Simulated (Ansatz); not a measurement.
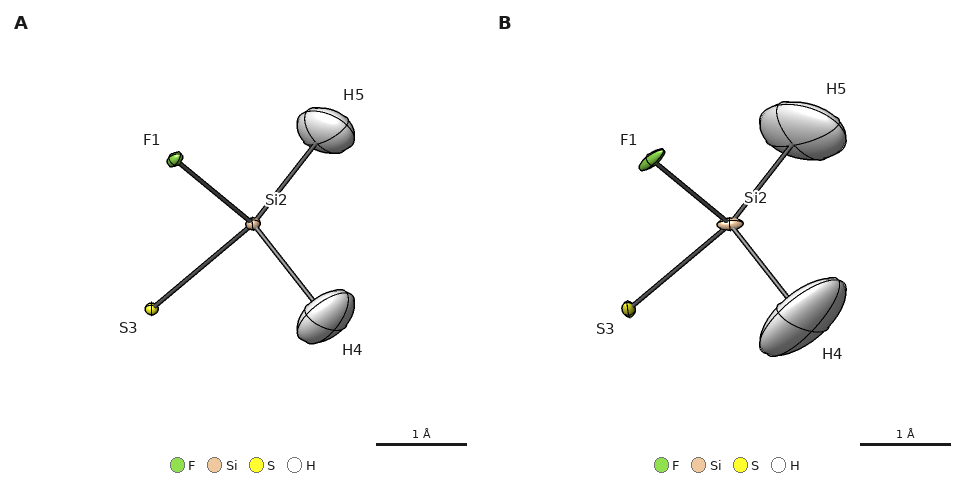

Displacement ellipsoids at the 50 % level, scaled by 1.5, from the internal vibrations of the free molecule (harmonic, no overall translation or rotation; no half-axis is drawn under 0.075 Å). The species is neutral and a spin doublet. Vibrations computed with UKS PBE0-D4/def2-TZVP (Ansatz 0.2.0). One panel is for 200 K, the other for 900 K.

**Which panel is for 900 K?**

B.

**How much does the mean-square displacement of F1 grow, and why?**

U_eq goes from 0.0012 to 0.0038 Å², a factor of 3.3. Modes below kT (626 cm⁻¹ at 900 K) grow about in proportion to T, and the lowest lies at 235 cm⁻¹; the mean-square amplitude of a mode is its zero-point value times coth(ħω/2kT), which comes close to 1 only above about 3kT.
